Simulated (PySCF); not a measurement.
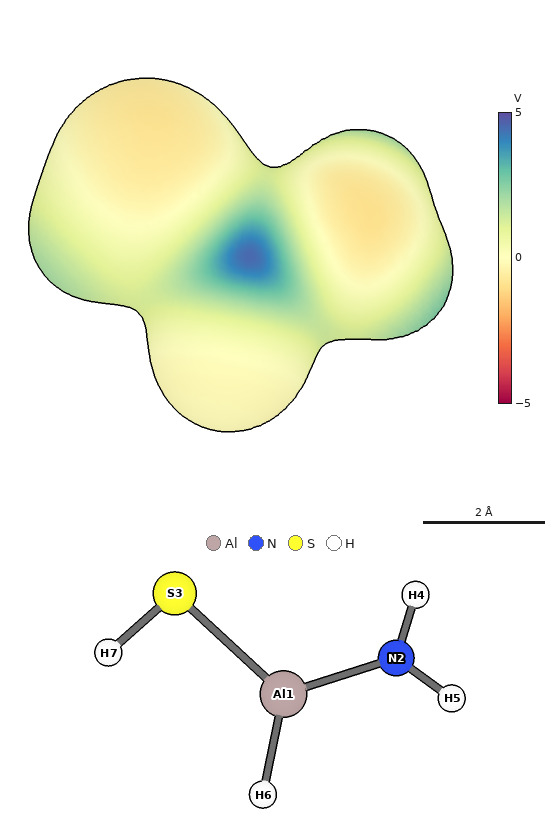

*AlH4NS. The molecular electrostatic potential painted on the density surface at 0.004 e/bohr³, seen at a tilt; the colour scale runs from red (negative) to blue (positive). The bare structure is drawn below in the same view.*

Geometry: B3LYP-D4/def2-SVP.

These are results of Gaussian-basis quantum chemistry of an isolated molecule with PySCF, energy and nuclear gradient, functional PBE0 in PySCF, not measurements.

Input

```
import pyscf.grad
from pyscf import gto, dft

mol = gto.Mole()
mol.atom = '''
Al    -0.914201    -0.454965     0.272619
N     -2.379547    -0.872058     1.175006
S      0.913186    -0.064627     1.435075
H     -2.456039    -0.948326     2.184950
H     -3.278160    -1.073215     0.746297
H     -0.934637    -0.370763    -1.301678
H      1.660309     0.187616     0.334779
'''
mol.basis = 'def2-tzvpd'
mol.verbose = 3
mol.max_memory = 3720
mol.spin = 0
mol.build()

myscf = dft.RKS(mol)
myscf.xc = 'pbe0'
myscf = myscf.density_fit(auxbasis='def2-universal-jkfit')
myscf.grids.level = 3
myscf.max_cycle = 100
myscf.conv_tol = 1e-09
myscf.kernel()
if not myscf.converged:
    myscf = myscf.newton().run(myscf.mo_coeff, myscf.mo_occ)

energy = myscf.e_tot
print(f'total energy: {energy:.8f} hartree')
grad = myscf.Gradients().kernel()
dip = myscf.dip_moment()
pop, q = myscf.mulliken_pop()
```

Launched as:

```sh
OMP_NUM_THREADS=2 python calc.py
```

Question: Where is the surface potential most negative and most positive?

Answer: The most negative region (about −0.9 V, or −21 kcal/mol for a unit charge) lies over N2 and S3, the most positive (about +4.3 V, or +99 kcal/mol for a unit charge) over Al1.

Question: What dipole moment does the calculation give?

Answer: Its dipole moment is 1.35 D.
